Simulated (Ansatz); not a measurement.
# Zr3CdC: what a guessed cell relaxes into, part 2 of 2

Where does this trial cell of Zr3CdC go when cell and atoms are let free?

Ansatz 0.2.0; DFT PBE, scalar-relativistic, plane waves, PAW. The steps go on from the part before.

## (4) Relaxation on the finer mesh

The end of the coarse run is made exact in the group found at a tolerance of 0.06 Å and reduced to its primitive cell.

File input.yaml:

```yaml
crystal:
  lattice:
    - [4.570497265, 0.0, 0.0]
    - [0.0, 4.570497265, 0.0]
    - [0.0, 0.0, 4.570497265]
  atoms:
    - { symbol: Zr, position: [0.0, 0.5, 0.5] }
    - { symbol: Zr, position: [0.5, 0.0, 0.5] }
    - { symbol: Zr, position: [0.5, 0.5, 0.0] }
    - { symbol: Cd, position: [0.0, 0.0, 0.0] }
    - { symbol: C, position: [0.5, 0.5, 0.5] }
basis:
  ecutwfc: 420
kpoints:
  mp_grid: { grid: [8, 8, 8] }
hamiltonian:
  xc: pbe
scf:
  occupations: { method: gaussian, width: 0.1 }
output:
  forces: true
  stress: true
  eigenvalues: true
  write_density: true
  write_potential: true
  elf: true
  volumetric_format: npy
relax:
  adjacent_minimum: "off"
  f_tol: 0.01
  max_steps: 80
  cell: { stress_tol: 0.05 }
```

Run with:

```sh
ansatz run input.yaml --threads 1 --pin off --max-ram 2048MiB --backend cpu --events-out ev --progress --plain --runs-dir out
```

Log, cut to the lines that bear on the results:

```text
Warning: RAYON_NUM_THREADS=1 ignored (pool sized by the plan → 1); use --threads N
[...]
Pseudopotentials: kind: paw
Pseudopotential: Zr, paw, valence charge 12, recommended cutoff 420 eV (normal), Zr.paw.azcp
Pseudopotential: Cd, paw, valence charge 20, recommended cutoff 420 eV (normal), Cd.paw.azcp
Pseudopotential: C, paw, valence charge 4, recommended cutoff 420 eV (normal), C.paw.azcp
Functional definition: PBE
[...]
Crystal: 5 atoms, lattice volume = 95.475 Å³
Basis set: ecut = 420 eV, 1863 PW (Γ), exchange–correlation on 64×64×64 points (8 copies of the dense FFT grid, shifted against one another)
Bands: 36, of which v1, the nominal top of the filled ones, is band 30 counted from 1 (29 counted from 0)
Symmetry: 48 space group operations
Space group: Pm-3m (ITA 221), of the structure as read, at distance tolerance 4.6e-5 Å
k-points: 35 of 512
[...]
        0.000403       0.000000       0.000000
        0.000000       0.000403       0.000000
       -0.000000       0.000000       0.000403
  P = ⅓ Tr σ = 0.0004 GPa (0.004 kbar)
--- Band table (eV; the first three rows and the last of 35) ---
[...]
--- Relaxed structure (3 steps of the walk, 2 accepted, 1 SCFs on fresh bases) ---
  F+E_penalty+E_count = -21059.19968563 eV   max|allowed force component| = 1.470e-28 eV/Å   (the final SCF, on the basis selected at the relaxed cell)
  cell:  # Å, volume = 95.5759 Å³
    - [4.5721039113475745, 0.0, 0.0]
    - [0.0, 4.5721039113475745, 0.0]
    - [0.0, 0.0, 4.5721039113475745]
  atoms:
    - { symbol: Zr, position: [-2.3473794524821534e-47, 0.49999999999999994, 0.49999999999999994] }
    - { symbol: Zr, position: [0.49999999999999994, -5.828527211945482e-48, 0.49999999999999994] }
    - { symbol: Zr, position: [0.49999999999999994, 0.49999999999999994, -2.8743421867128405e-48] }
    - { symbol: Cd, position: [-1.3892653902445395e-47, 6.147898566024687e-48, 9.900511976455338e-48] }
    - { symbol: C, position: [0.49999999999999994, 0.49999999999999994, 0.49999999999999994] }
```

Wall time 23 s (1 thread of Arm Neoverse V2, shared host); peak memory 0.42 GiB.

Relaxation path:

```csv
step,E - E(step 1) (eV/cell),largest force component (eV/Å),pressure (GPa),volume (Å³)
1,0.0000,0.0000,0.14,95.48
2,0.0001,0.0000,-0.15,95.69
3,0.0000,0.0000,0.00,95.58
4,0.0000,0.0000,0.00,95.58
```

Step 1 is the start. Step 4 repeats the geometry before it on a plane-wave basis chosen anew for that cell, so its energy need not be comparable with the rows above. Step 2 was tried and not accepted.

|  | before | after | change |
| --- | --- | --- | --- |
| a (Å) | 4.570 | 4.572 | 0.0 % |
| b (Å) | 4.570 | 4.572 | 0.0 % |
| c (Å) | 4.570 | 4.572 | 0.0 % |
| volume (Å³/atom) | 19.10 | 19.12 | +0.1 % |
| shortest distance (Å) | 2.285 | 2.286 | 0.0 % |
| space group (0.01 Å) | Pm-3m | Pm-3m | same |

Forces and stress were held to the start's 48 operations: a distortion of lower symmetry was not tested.

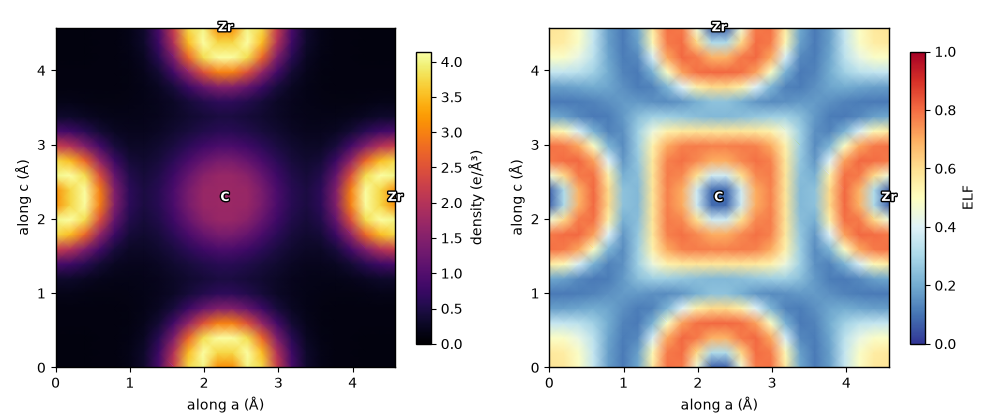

Density (left) and ELF (right) in a lattice plane of the grid's cell (edges 4.57 and 4.57 Å, at 0.500 of the third edge), which holds Zr and C. Only atoms in the plane are labelled. Both are smooth fields of the valence electrons: close to the nuclei they are not physical.

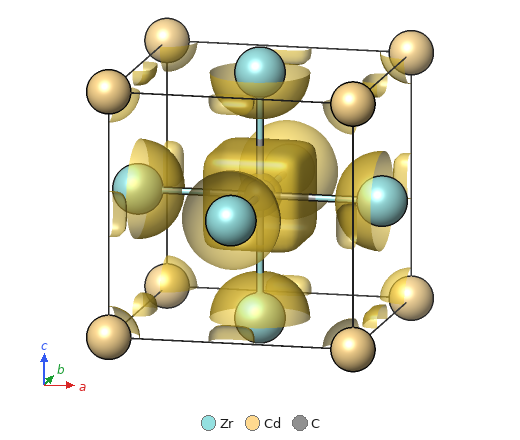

Surface of ELF = 0.53, drawn in one cell.

The highest ELF values outside the cores: 0.80 beside C, off the lines to its neighbours, 0.8 Å from C; 0.59 between the atoms, 2.2 Å from Cd.

## (5) Changing settings: lower_state_search standard

File input.yaml:

```yaml
crystal:
  lattice:
    - [4.5721039113, 0.0, 0.0]
    - [0.0, 4.5721039113, 0.0]
    - [0.0, 0.0, 4.5721039113]
  atoms:
    - { symbol: Zr, position: [0.0, 0.5, 0.5] }
    - { symbol: Zr, position: [0.5, 0.0, 0.5] }
    - { symbol: Zr, position: [0.5, 0.5, 0.0] }
    - { symbol: Cd, position: [0.0, 0.0, 0.0] }
    - { symbol: C, position: [0.5, 0.5, 0.5] }
basis:
  ecutwfc: 420
kpoints:
  mp_grid: { grid: [8, 8, 8] }
hamiltonian:
  xc: pbe
scf:
  occupations: { method: gaussian, width: 0.1 }
  lower_state_search: standard
output:
  forces: true
  eigenvalues: true
  stress: true
```

Run with:

```sh
ansatz run input.yaml --threads 1 --pin off --max-ram 2048MiB --backend cpu --events-out ev --progress --plain --runs-dir out
```

Log, cut to the lines that bear on the results:

```text
Warning: RAYON_NUM_THREADS=1 ignored (pool sized by the plan → 1); use --threads N
[...]
[... 5 set-up lines as earlier in the session ...]
[...]
Crystal: 5 atoms, lattice volume = 95.576 Å³
Basis set: ecut = 420 eV, 1863 PW (Γ), exchange–correlation on 64×64×64 points (8 copies of the dense FFT grid, shifted against one another)
Bands: 36, of which v1, the nominal top of the filled ones, is band 30 counted from 1 (29 counted from 0)
[... 2 set-up lines as earlier in the session ...]
k-points: 35 of 512
[...]
SCF iter   1: F=—  HF=-21059.209605 eV  |F-HF|=—  |Δ(HF+E_count)|=         —  Δρ=4.77e-3  dr2=4.08e-2  ethr=1.77e-3  ⟨swp⟩=4.9  Hψ=4142  notcnv=0
[...]
SCF iter   7: F=-21059.199686 eV  HF=-21059.199686 eV  |F-HF|=5.61e-9  |Δ(HF+E_count)|=   1.23e-8  Δρ=4.51e-6  dr2=1.68e-8  ethr=1.67e-10  ⟨swp⟩=8.0  Hψ=4419  notcnv=0
[...]
SCF converged after 7 iterations
Free energy (F): -21059.199686 eV
[...]
E sigma→0 (E₀):  -21059.193099 eV
Entropy (-TS):   -0.013173 eV (-2.635 meV/atom)
Fermi energy:    14.067744 eV
[...]
--- Forces (eV/Å), atoms counted from 1 ---
  atom   1  Zr     0.00000000     0.00000000     0.00000000
  atom   2  Zr     0.00000000    -0.00000000    -0.00000000
  atom   3  Zr    -0.00000000     0.00000000     0.00000000
  atom   4  Cd    -0.00000000    -0.00000000    -0.00000000
  atom   5  C      0.00000000    -0.00000000     0.00000000
[...]
--- Stress (GPa, compression-positive) ---
        0.000146       0.000000       0.000000
        0.000000       0.000146       0.000000
        0.000000       0.000000       0.000146
  P = ⅓ Tr σ = 0.0001 GPa (0.001 kbar)
--- Band table (eV; the first three rows and the last of 35) ---
[...]
```

Run time: 4.9 s. Hardware: 1 thread of Arm Neoverse V2, shared host; peak memory 0.39 GiB.

```
    run     ending  energy change  pressure (GPa)  gap (eV)  force (eV/Å)  cycles   time
 step 4  converged              0             0.0      0.00          0.00       -   23 s
variant  converged   0.0 meV/atom             0.0      0.00          0.00       7  4.9 s
```

The changed input (search for lower states) leaves the energy the same to the digits printed.

## (6) What came out

The summary covers parts 1 to 2. Changes of volume or cell count from the first structure of part 1.

| quantity | value |
| --- | --- |
| symmetry at the end (tolerance 0.05 Å) | space group Pm-3m (No. 221) |
| conventional cell | a = 4.572 Å, b = 4.572 Å, c = 4.572 Å, α = 90.00°, β = 90.00°, γ = 90.00° |
| volume | 19.12 Å³/atom |
| energy over the elements | -0.46 eV/atom |
| gap on the mesh | none (metal) |

In words: The space group Pm-3m (No. 221) is kept, and the volume per atom grows by 11.8 % from the first guess. It lies below the elements, which doesn't yet make it stable: competing phases were not computed in this session. No finished test with a distortion of lower symmetry is shown, so the end may be a saddle point.
